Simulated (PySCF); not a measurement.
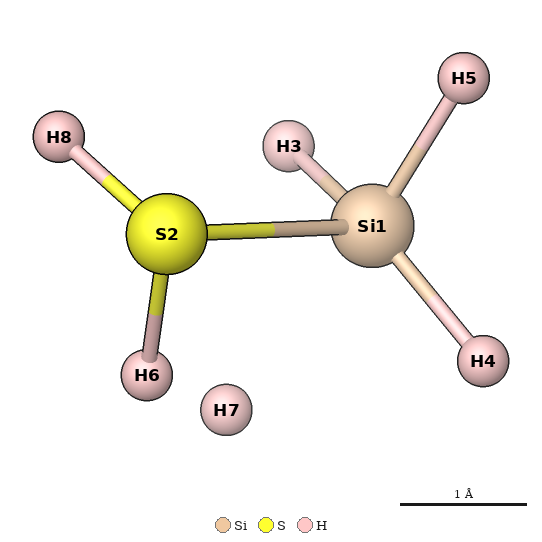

Figure made from data computed with PySCF.

Orthographic view. Distant atoms are faded towards the background colour. Geometry: start.

List the bonded neighbours of every atom.

Si1: S2, H3, H4, H5
S2: Si1, H6, H8
H3: Si1
H4: Si1
H5: Si1
H6: S2
H7: none
H8: S2
